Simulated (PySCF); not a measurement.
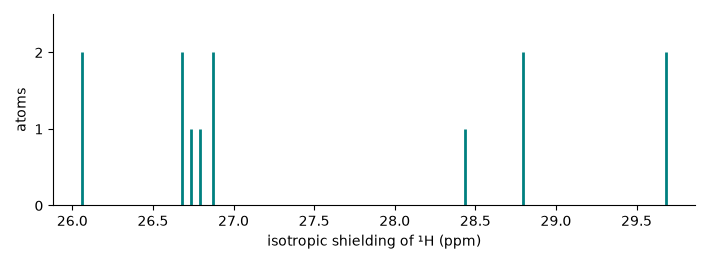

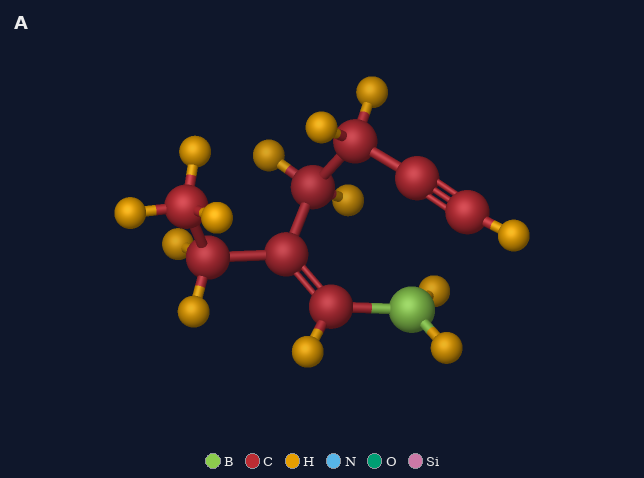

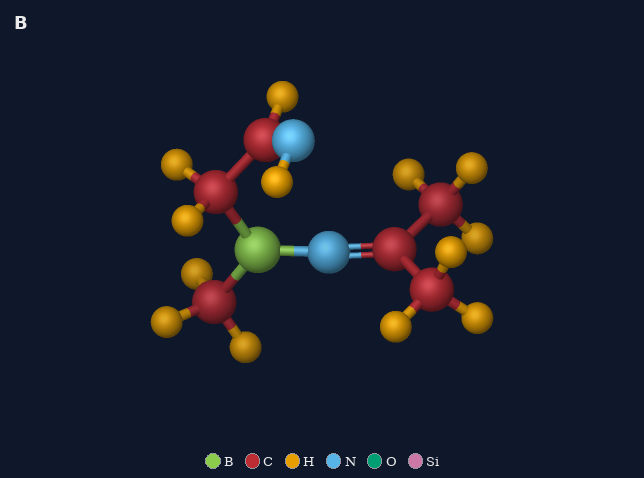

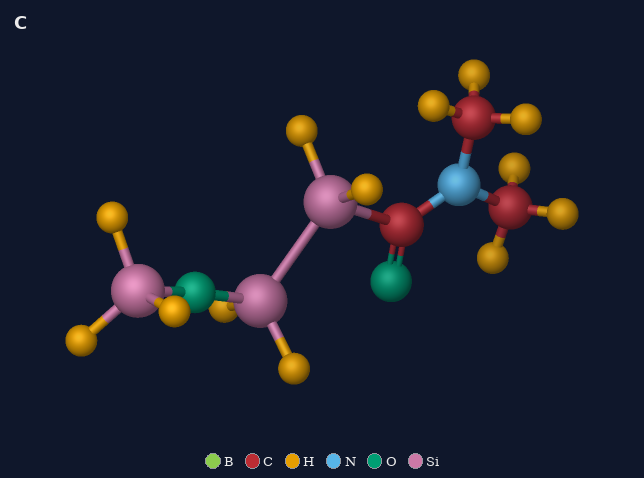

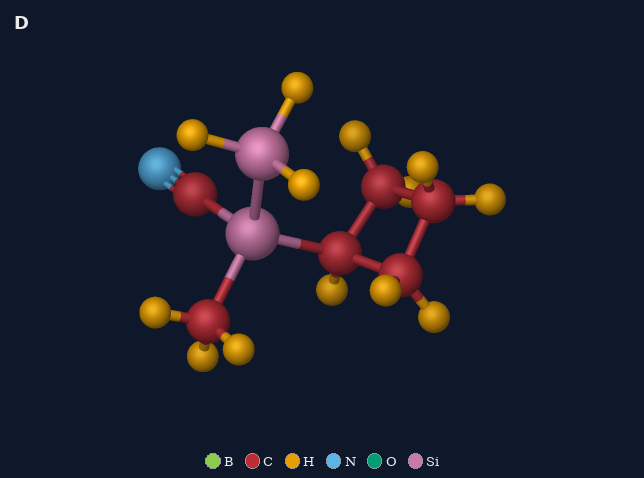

The sticks are computed shieldings of one of the molecules, for one fixed geometry (GFN2-xTB) without averaging over rotations. Low shielding means a high chemical shift. Method: GIAO PBE0/pcSseg-1 NMR shielding, non-relativistic, gas phase (PySCF 2.14.0).

Which molecule gives this pattern?

C, `CN(C)C(=O)[SiH2][SiH2]O[SiH3]`. Its 13 H atoms give lines at 26.06 (2 atoms), 26.68 (2 atoms), 26.74, 26.79, 26.87 (2 atoms), 28.43, 28.79 (2 atoms), 29.68 (2 atoms) ppm.

The geometry is semi-empirical. Around B, Si such bond lengths and angles can be off by a tenth of an ångström or more and by several degrees, and values that hang on the shape move with them.
